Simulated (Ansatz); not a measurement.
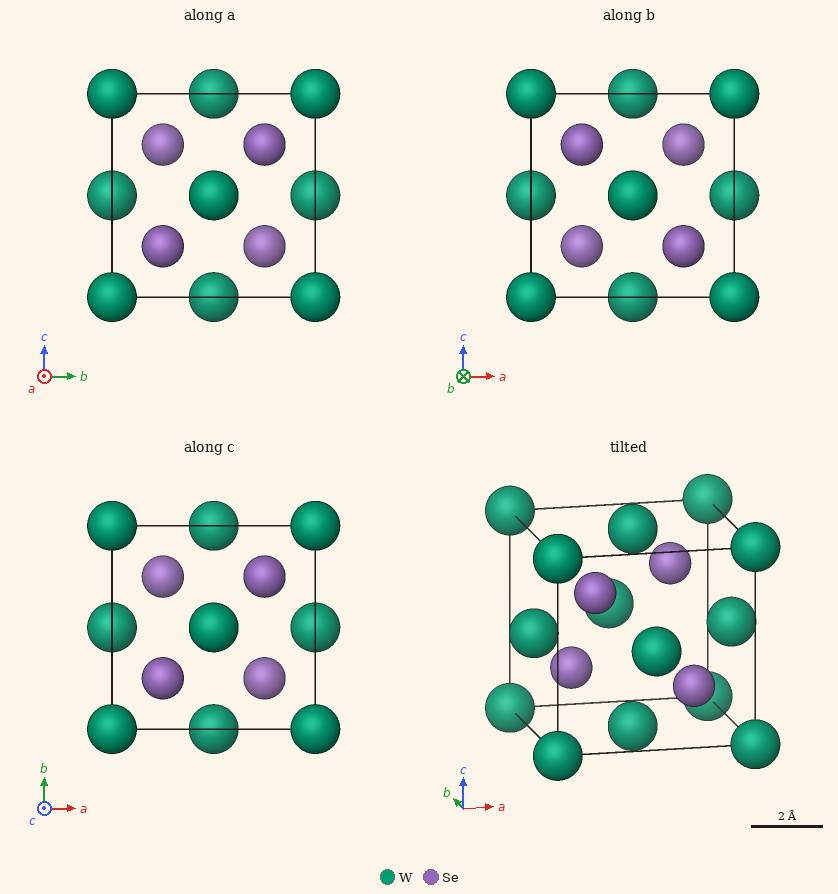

This spheres-only model is shown along the a axis, along the b axis, along the c axis and slightly off an axis. The wireframe shows the conventional unit cell.

Lattice parameters: a = 5.7990 Å, b = 5.7990 Å, c = 5.7990 Å, α = 90.000°, β = 90.000°, γ = 90.000°.

Q: Turn the picture into a CIF with its space group and independent sites.

A:
```cif
data_structure
_symmetry_space_group_name_H-M 'F -4 3 m'
_symmetry_Int_Tables_number 216
_cell_length_a 5.7990
_cell_length_b 5.7990
_cell_length_c 5.7990
_cell_angle_alpha 90.000
_cell_angle_beta 90.000
_cell_angle_gamma 90.000
_cell_volume 195.01
loop_
_atom_site_label
_atom_site_type_symbol
_atom_site_symmetry_multiplicity
_atom_site_Wyckoff_symbol
_atom_site_fract_x
_atom_site_fract_y
_atom_site_fract_z
_atom_site_occupancy
W1 W 4 a 0.0000 0.0000 0.0000 1
Se1 Se 4 d 0.2500 0.2500 0.7500 1
```

The structure comes from a structure type filled with these elements by a generator (whether the compound takes this form wasn't checked). Earlier steps of the study, as a rule a relaxation of our own, may have changed the cell and positions, so they can lie some per cent off the listed ones. It was set up as input for a calculation with Ansatz.
